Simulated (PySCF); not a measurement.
## A study: C2F5, doublet, SMILES `FC(F)(F)[C](F)F`

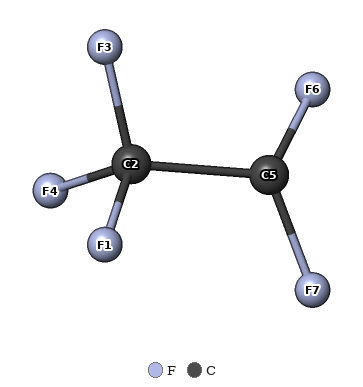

The molecule, with its atoms numbered as below. No frequency check shows the geometry to be a minimum.

Coordinates in Å:

```
F1       1.1889   -1.0792   -0.5453
C2       0.6102   -0.0001   -0.0244
F3       1.1889    1.0792   -0.5454
F4       0.8945    0.0001    1.2925
C5      -0.8750    0.0000   -0.3049
F6      -1.5479    1.0950    0.0088
F7      -1.5478   -1.0951    0.0089
```

### 1. Bonding charge

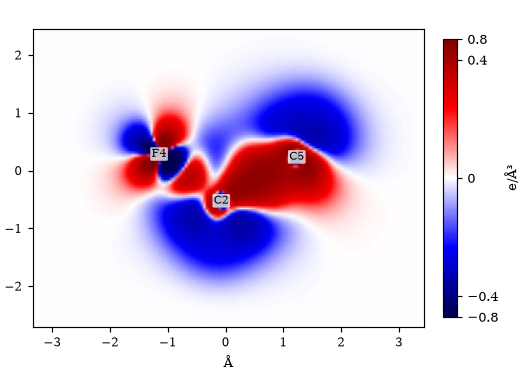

Deformation density (molecule less spherical, spin-averaged free atoms) in the plane of C2, F4 and C5; colour scale in e/Å³, logarithmic beyond ±0.1; red: gain, blue: loss.

Method: BLYP/def2-SVP; geometry: GFN2-xTB; program: PySCF. The stability of the open-shell solution wasn't checked. GFN2-xTB doesn't know the spin state, so this open-shell geometry is rough.

Question: Describe the bonding that the map shows.

Answer: C2–C5: +0.63 e/Å³ at the bond critical point (bond length 1.51 Å, Mayer order 0.9). C2–F4: +0.14 e/Å³ at the bond critical point (bond length 1.35 Å, Mayer order 1.2). In all, 1.4 electrons gather in the regions of gain relative to the promolecule. A small or negative value marks a very polar bond, one between electron-rich atoms, whose free-atom densities already overlap strongly, a long bond to a heavier atom, or a closed-shell contact such as a hydrogen bond.

Question: Where do the Hirshfeld charges lie?

Answer: The highest Hirshfeld charge is on C2 (+0.22 e), the lowest on F4 (−0.09 e).

### 2. Local ionisation energy

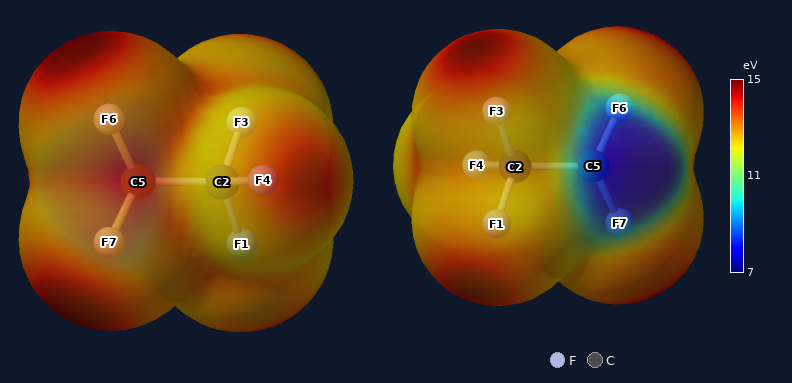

Average local ionisation energy on the surface of electron density 0.001 a.u. (back view left, front view right).

Question: Where are the most loosely bound electrons on this surface?

Answer: The lowest value is 7.6 eV, 2.0 Å from C5. Further minima include 12.2 eV, 1.6 Å from F4, and at like points elsewhere; 12.7 eV, 1.6 Å from F6. For comparison, the highest occupied orbital lies at −5.4 eV.

Question: What volume does the surface enclose, and what is the dipole moment?

Answer: About 83 Å³; the dipole moment is 0.5 D.

### 3. Spin density

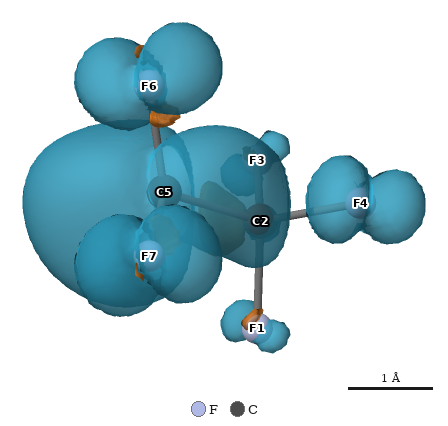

Spin density ρα − ρβ at ±0.01 e/Å³ (light blue: excess α, orange: excess β).

Question: How is the spin shared among the atoms?

Answer: Hirshfeld spin populations: C5 +0.64, F6 and F7 +0.12 and C2 +0.06. ⟨S²⟩ = 0.75, as for a pure state. The picture also shows regions of β spin from spin polarisation; the Hirshfeld sums, whose atoms overlap, net them against the α spin of neighbours.

### 4. In an electric field

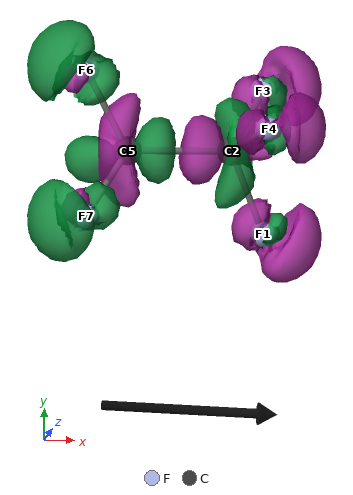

Change of the electron density in a uniform field of 0.41 V/Å along +x (arrow), surfaces at ±0.004 e/Å³ (green: gain, purple: loss).

Level of theory: ωB97X/def2-SVP (PySCF), at a geometry from GFN2-xTB. A basis without diffuse functions makes polarisabilities too small. The stability of the open-shell solution wasn't checked. GFN2-xTB doesn't know the spin state, so this open-shell geometry is rough.

Question: How large is the response?

Answer: The induced dipole is 0.46 D (along the field); α along this axis, from the fields in both directions, is 22 bohr³ (3.3 Å³).

Question: Which atoms gain and lose the most charge?

Answer: Electrons gather most on F6 and F7 alike (Hirshfeld charge changes by −0.011 e) and leave F1 and F3 alike most (+0.008 e); 0.051 electrons are displaced in all.

### 5. Removing or adding an electron

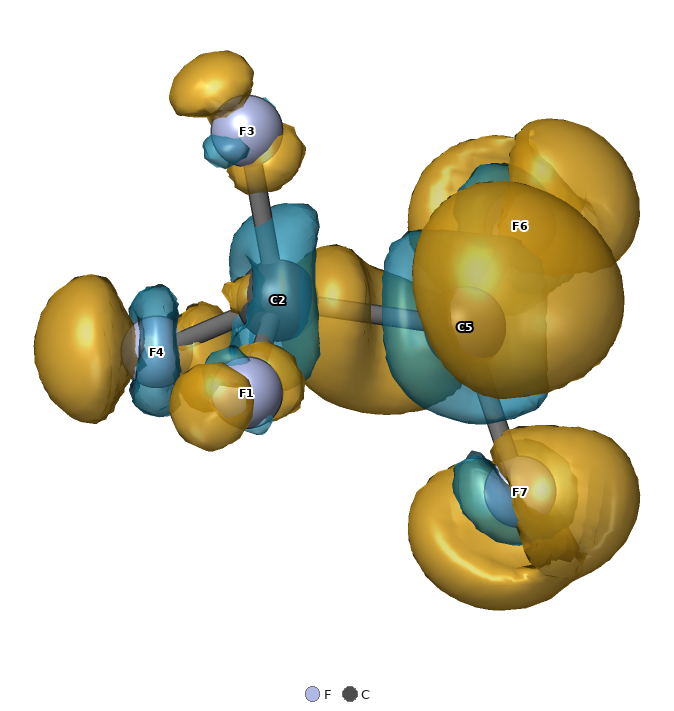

Fukui function f⁻ = ρ(N) − ρ(N−1) at fixed geometry, surfaces at ±0.03 e/Å³ (yellow positive, teal negative).

Method: PBE/6-311+G**; geometry: GFN2-xTB; program: PySCF. GFN2-xTB doesn't know the spin state, so this open-shell geometry is rough.

Question: Which atoms respond most to the removal of an electron?

Answer: f⁻ (Hirshfeld-condensed) is largest on C5 (0.30) and F6 and F7 (0.19 each); the vertical ionisation energy is 10.25 eV (to the singlet cation, which needn't be its lowest state). Condensed values hint at sites of electrophilic attack but needn't mark the atom that reacts. Orbital relaxation makes it negative in places (0.19 e in all).
